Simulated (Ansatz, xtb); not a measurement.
Breaking the Pb1–H2 bond in H3NPb (SMILES [NH2][PbH]) (multiplicity 1 held, fragments rigid). Energies count from the point at 1.865 Å.
Geometry at that point (charge 0, multiplicity 1):
```xyz
5

Pb    -0.0569     0.1346     0.1663
H     -0.7454     1.2445    -1.1645
N      0.5644    -1.2798    -1.2998
H      0.4288    -1.1744    -2.2940
H      1.0352    -2.1459    -1.0822
```

R- and RO- levels are restricted; in cc, def2 and unpolarised 6-31G sets they are followed outwards from rest. U- levels take the lowest unrestricted solution at each point, which mixes spins at long bonds. Active spaces are followed from a long bond inwards. Left out are points that failed, MP2 points in a non-variational dive below the minimum, coupled-cluster points behind a sign of a changed root (a jump of the amplitudes, or a one-step jump against full CI or MRCI), small-basis points behind a change of solution, and semi-empirical points at long bonds. Levels need not reach the same state.

Cores are frozen in the correlated methods. Filled d and f shells under p-block atoms count as core.

The values were computed with Ansatz (Gaussian basis) for Hartree–Fock, density functionals and correlated methods; xtb for the GFN methods. Each number belongs to the level named beside it. In def2 rows elements past Kr take small-core potentials, without spin–orbit coupling. The GFN methods have no spin term and hold the electronic entropy of 300 K.

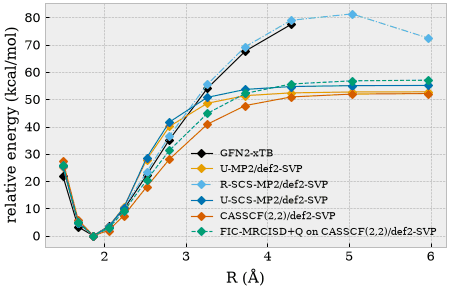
Figure: Relative energy along the coordinate

Doubts at one or more of the structures used: a spin-contaminated determinant (U-MP2/def2-SVP, U-SCS-MP2/def2-SVP); a restricted determinant that unrestricted orbitals would lower (R-SCS-MP2/def2-SVP).

Ansatz is an electronic-structure program.
